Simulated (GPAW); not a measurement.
**Run report: C2H2F2O, property calculation**

C2H2F2O, SMILES FC1OC1F, computed with RPBE/plane waves, scalar-relativistic datasets (GPAW 26.7.0).

Some settings of this run were made unusual or wrong on purpose. The geometry comes from this level: GFN2-xTB.

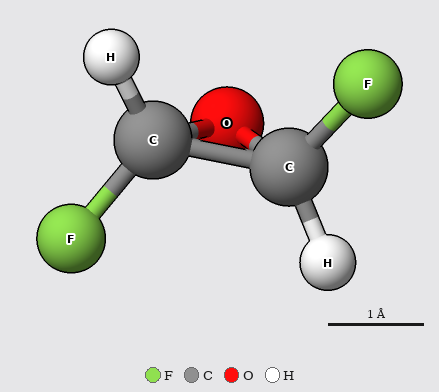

**Figure 1.** The structure as given in the input (ball-and-stick view, seen at a tilt). Bond lengths as drawn: C–C 1.46 Å, C–F 1.35 Å, C–H 1.08 Å and C–O 1.38 Å.

What the run reported

```json
{"quantity": "outcome", "value": "converged"}
{"quantity": "energy relative to the program's reference atoms", "value": "−6.6004 eV"}
{"quantity": "largest force", "value": "26.898 eV/Å"}
{"quantity": "HOMO", "value": "6.41 eV"}
{"quantity": "LUMO", "value": "9.39 eV"}
{"quantity": "dipole moment", "value": "6.50 D"}
{"quantity": "hardware", "value": "1 thread of Intel Xeon (Granite Rapids), 12 GiB of memory available, shared host"}
{"quantity": "wall time", "value": "2.1 s"}
{"quantity": "peak memory", "value": "0.14 GiB"}
```

Some settings of this run were drawn to be unusual or wrong (vacuum set to 0.3 (from 4.5); box set to center (from center)). It converged; results that depend on the unusual settings are not reference values. Further notes kept with the run: highest occupied level above vacuum.

Input (calc.py)
```python
import numpy as np
from ase import Atoms
from ase.units import Debye
from gpaw import GPAW, PW

system = Atoms(["F", "C", "O", "C", "F", "H", "H"],
    positions=[[  0.611470,  -1.492030,   0.834000],
               [  0.000320,  -0.302010,   0.664670],
               [ -1.105110,  -0.300710,  -0.159300],
               [  0.024650,   0.309360,  -0.660530],
               [ -0.018500,   1.653880,  -0.750590],
               [ -0.035540,   0.267690,   1.586480],
               [  0.522710,  -0.136160,  -1.514730]])
system.center(vacuum=0.3)

dft = GPAW(mode=PW(450), xc="RPBE", maxiter=92, txt="-")
system.calc = dft

energy = system.get_potential_energy()
print(f"Energy: {energy:.5f} eV")
forces = system.get_forces()
print("Forces (eV/Ang)")
for symbol, f in zip(system.symbols, forces):
    print(f'{symbol:2} {f[0]:9.4f} {f[1]:9.4f} {f[2]:9.4f}')
dipole = system.get_dipole_moment() / Debye
print(f"Dipole: {np.linalg.norm(dipole):.3f} D")
homo, lumo = dft.get_homo_lumo()
print(f"HOMO                    {homo:.3f} eV")
print(f"LUMO = {lumo:.3f} eV")
print(f"Gap                     {lumo - homo:.3f} eV")
```

Run as:
```bash
python3 -u calc.py | tee calc.out
```

The program's output
```
__  _  _
 | _ |_)|_||  |
 |__||  | ||/\| - 26.7.0

units:  Angstrom and eV
cores:  1
OpenMP: False

Versions:
  Python: 3.12.14
  ASE:    3.29.0
  Numpy:  2.5.5
  Scipy:  1.18.1
  Libxc:  7.0.0

        _gpaw.cpython-312-x86_64-linux-gnu.so

Input parameters:
  mode=PW(ecut=450.00000000000006),
  maxiter=92,
  xc=XC(name='RPBE')

Diagonalizing LCAO Hamiltonian
Converting LCAO to pw mode
   .-----.
  /|  H  |
 * |     |
 | | CF  |
 | O  C  |
 | .-----.
 |/    H/
 *-----*

Atoms  # Å, Bohr magnetons
|   | symbol |        x |        y |        z |    initial magnetic moments |
|---|--------|----------|----------|----------|-----------------------------|
| 0 |      F | 2.016580 | 0.300000 | 2.648730 | ( 0.0000,  0.0000,  0.0000) |
| 1 |      C | 1.405430 | 1.490020 | 2.479400 | ( 0.0000,  0.0000,  0.0000) |
| 2 |      O | 0.300000 | 1.491320 | 1.655430 | ( 0.0000,  0.0000,  0.0000) |
| 3 |      C | 1.429760 | 2.101390 | 1.154200 | ( 0.0000,  0.0000,  0.0000) |
| 4 |      F | 1.386610 | 3.445910 | 1.064140 | ( 0.0000,  0.0000,  0.0000) |
| 5 |      H | 1.369570 | 2.059720 | 3.401210 | ( 0.0000,  0.0000,  0.0000) |
| 6 |      H | 1.927820 | 1.655870 | 0.300000 | ( 0.0000,  0.0000,  0.0000) |

Unit cell  # Å
| periodic |        x |        y |        z |  lengths |    angles |
|----------|----------|----------|----------|----------|-----------|
|       no | 2.316580 | 0.000000 | 0.000000 | 2.316580 | 90.000000 |
|       no | 0.000000 | 3.745910 | 0.000000 | 3.745910 | 90.000000 |
|       no | 0.000000 | 0.000000 | 3.701210 | 3.701210 | 90.000000 |

Number of symmetries: 1
Symmetry operations  # r_c * U_cc + t_c -> r_c
|   | kind |            matrix            |
|---|------|------------------------------|
| 0 |  E   |  1, 0, 0,  0, 1, 0,  0, 0, 1 |

BZ-sampling:
  Number of BZ points: 1
  Number of IBZ points: 1

  Monkhorst-Pack size: [1, 1, 1]
  Monkhorst-Pack shift: [0, 0, 0]

K-points  # in reciprocal-cell coordinates
|   |                                coordinates |     weight |
|---|--------------------------------------------|------------|
| 0 | (  0.00000000,   0.00000000,   0.00000000) | 1.00000000 |

Plane wave coefficients: 349
Cutoff: 450.00000000000006 eV

Spin-components: 1 (collinear spins)
Bands:           22
Projectors:      31
Spin-degeneracy: 2
Datatype:        float64

  Storage: CPU
  Wave functions: 122_848 bytes (122_848 per core)
  Projectors: 189_856 bytes (189_856 per core)

Parallelization:
  kpt:    1
  domain: 1
  band:   1

Density:
  Valence electrons: 30.0
  Components: 1
  Grid points: [12 20 20]
  Charge: 0.0  # |e|

Potential:
  Grid points: [12 20 20]

species:
  F:
    name:    Fluorine
    Z:       9.0
    valence: 7
    core:    2
    charge:  0.0  # [|e|]
    file:    F.RPBE.gz
    compensation charges:
      type: gauss
      rc: 0.20  # [Å]
      lmax: 2
    cutoffs:
      filter: 1.14  # [Å]
      core: 0.74  # [Å]
    projectors
    | kind |    occ | energy [eV] | rcut [Å] |
    |------|--------|-------------|----------|
    |   2s |  2.000 |     -29.979 |    0.635 |
    |   2p |  5.000 |     -11.057 |    0.635 |
    |    s |        |      -2.768 |    0.635 |
    |    p |        |      16.154 |    0.635 |
    |    d |        |       0.000 |    0.635 |

    Using partial waves for F as LCAO basis

  C:
    name:    Carbon
    Z:       6.0
    valence: 4
    core:    2
    charge:  0.0  # [|e|]
    file:    C.RPBE.gz
    compensation charges:
      type: gauss
      rc: 0.20  # [Å]
      lmax: 2
    cutoffs:
      filter: 1.14  # [Å]
      core: 1.14  # [Å]
    projectors
    | kind |    occ | energy [eV] | rcut [Å] |
    |------|--------|-------------|----------|
    |   2s |  2.000 |     -13.815 |    0.635 |
    |   2p |  2.000 |      -5.254 |    0.635 |
    |    s |        |      13.396 |    0.635 |
    |    p |        |      21.957 |    0.635 |
    |    d |        |       0.000 |    0.635 |

    Using partial waves for C as LCAO basis

  O:
    name:    Oxygen
    Z:       8.0
    valence: 6
    core:    2
    charge:  0.0  # [|e|]
    file:    O.RPBE.gz
    compensation charges:
      type: gauss
      rc: 0.21  # [Å]
      lmax: 2
    cutoffs:
      filter: 1.17  # [Å]
      core: 0.83  # [Å]
    projectors
    | kind |    occ | energy [eV] | rcut [Å] |
    |------|--------|-------------|----------|
    |   2s |  2.000 |     -24.041 |    0.688 |
    |   2p |  4.000 |      -8.984 |    0.598 |
    |    s |        |       3.170 |    0.688 |
    |    p |        |      18.228 |    0.598 |
    |    d |        |       0.000 |    0.619 |

    Using partial waves for O as LCAO basis

  H:
    name:    Hydrogen
    Z:       1.0
    valence: 1
    core:    0
    charge:  0.0  # [|e|]
    file:    H.RPBE.gz
    compensation charges:
      type: gauss
      rc: 0.15  # [Å]
      lmax: 2
    cutoffs:
      filter: 0.85  # [Å]
      core: 0.53  # [Å]
    projectors
    | kind |    occ | energy [eV] | rcut [Å] |
    |------|--------|-------------|----------|
    |   1s |  1.000 |      -6.572 |    0.476 |
    |    s |        |      20.639 |    0.476 |
    |    p |        |       0.000 |    0.476 |

    Using partial waves for H as LCAO basis

Reference energy: -9559.812132  # eV

eigensolver:
  PPCG
  Converge bands: occupied
  niter=2

density mixing:
  MSR1-Mixer
  Pratt-step length: 0.05
  Maximum mixing coefficient: 0.75
  Old densities: 10
  SVD Regularization: 0.005
  Good broyden scale: 1.0
  Trust region scale: 1.0
  Backstep threshold: 4.0
  History deletion threshold: 6.0
  Fourier metric: weight=20.0, sigma=0.015

occupation numbers:
  # Zero width

poisson solver:
  ecut: 3600.0000000000005  # eV

xc functional:
  name: RPBE with 2 nearest neighbor stencil

Initialization done in: 0.947 s

convergence criteria:
- Maximum [total energy] change in last 3 cyles: 0.0005 eV / valence electron
- Maximum integral of absolute [dens]ity change: 0.0001 electrons / valence electron
- Maximum integral of absolute [eigenst]ate change: 4e-08 eV^2 / valence electron
maximum number of iterations: 92

SCF iterations
|iter     |     time |      energy | eigst |  dens |
|---------|----------|-------------|-------|-------|
|iter:   1| 00:00:01 |  -10.240138 | +0.36 |       |
|iter:   2| 00:00:01 |   -9.545432 | -1.89 | -0.81 |
|iter:   3| 00:00:01 |   -6.601851 | -0.86 | -0.84 |
|iter:   4| 00:00:01 |   -6.599744 | -2.42 | -1.48 |
|iter:   5| 00:00:01 |   -6.599759c| -3.10 | -1.94 |
|iter:   6| 00:00:01 |   -6.600299c| -4.16 | -2.45 |
|iter:   7| 00:00:01 |   -6.600388c| -5.12 | -3.02 |
|iter:   8| 00:00:01 |   -6.600394c| -6.20 | -3.47 |
|iter:   9| 00:00:01 |   -6.600398c| -7.16 | -3.87 |
|iter:  10| 00:00:01 |   -6.600398c| -8.31c| -4.57c|

Converged in 10 steps
SCF loop duration: 0.664 s (0.066 s/step)
Energy contributions relative to reference atoms: (reference = -9559.812132)

Energy contributions:
  Kinetic:         167.109782
  Coulomb:        -114.764380
  Zero:              0.273136
  External:          0.000000
  Xc:              -59.218935
  Entropy:           0.000000
  Spinorbit:         0.000000
  ----------------------------
  Free energy:      -6.600398
  Extrapolated:     -6.600398

dipole moment: (1.342688, -0.173602, -0.008308)  # |e|*Ang

Fermi level: 12.962
Eigenvalues  # (at kpt = [0.000, 0.000, 0.000])
| band index |      eig [eV] | occ [0-2] |
|------------|---------------|-----------|
|          0 |       -19.959 |     2.000 |
|        ... |               |           |
|          7 |         1.107 |     2.000 |
|          8 |         2.276 |     2.000 |
|          9 |         3.585 |     2.000 |
|         10 |         5.753 |     2.000 |
|         11 |         6.457 |     2.000 |
|         12 |         8.299 |     2.000 |
|         13 |        11.140 |     2.000 |
|         14 |        11.473 |     2.000 |
|         15 |        14.451 |     0.000 |
|         16 |        17.447 |     0.000 |
|         17 |        19.497 |     0.000 |
|         18 |        19.796 |     0.000 |
|         19 |        21.535 |     0.000 |
|         20 |        22.256 |     0.000 |
|         21 |        25.197 |     0.000 |

Gap: 2.979 eV
Transition (v -> c):
  (s=0, k=0, n=14, [0.00, 0.00, 0.00]) -> (s=0, k=0, n=15, [0.00, 0.00, 0.00])
No difference between direct/indirect transitions
vacuum-level: 5.063  # V
Energy: -6.60040 eV

Forces  # eV/Ang
|         x |        y |        z |
|-----------|----------|----------|
|  -6.23725 | -3.13957 | 11.60457 |  # F    0
| -12.18786 |  0.35282 | -9.07770 |  # C    1
|  26.54251 |  3.82199 | -2.08976 |  # O    2
|  -5.57183 |  1.15884 |  5.92812 |  # C    3
|  -1.04308 | -5.82007 | -5.74023 |  # F    4
|  -0.99607 |  3.22665 | -4.21858 |  # H    5
|  -0.57153 |  0.40096 |  3.59402 |  # H    6

Force computation time: 0.019  # s
Forces (eV/Ang)
F    -6.2373   -3.1396   11.6046
C   -12.1879    0.3528   -9.0777
O    26.5425    3.8220   -2.0898
C    -5.5718    1.1588    5.9281
F    -1.0431   -5.8201   -5.7402
H    -0.9961    3.2267   -4.2186
H    -0.5715    0.4010    3.5940
Dipole: 6.503 D
HOMO                    11.473 eV
LUMO = 14.451 eV
Gap                     2.979 eV
```
